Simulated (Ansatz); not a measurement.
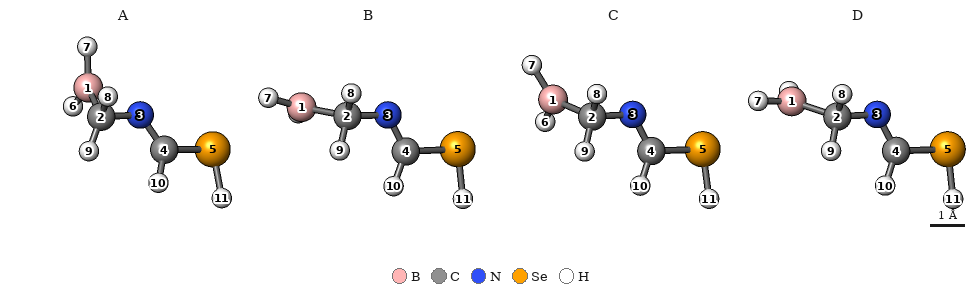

4 geometries from a converged minimum-energy path of C$_{2}$H$_{6}$BNSe, shuffled. The picture is a ball-and-stick view, seen from a free direction.

Theory: Ansatz 0.2.0, RKS r2SCAN/def2-SVP. Set-up: 7 movable images; climbing image; force threshold 0.03 eV/Å; iteration limit 60; starting path by image-dependent pair potential.

Q: Which of them lies highest in energy?

A: C. In order along the path, whose images run from 0 to 8: D (image 1, +1.0 kJ/mol), B (image 2, +2.8 kJ/mol), C (image 4, +14.6 kJ/mol), A (image 6, −6.2 kJ/mol). Forming: B1–N3 (2.55 → 2.39 at the top → 1.55 Å).

The run took 8.4 min on 2 threads of Arm Neoverse V1, on a shared host, peak memory 0.18 GiB.
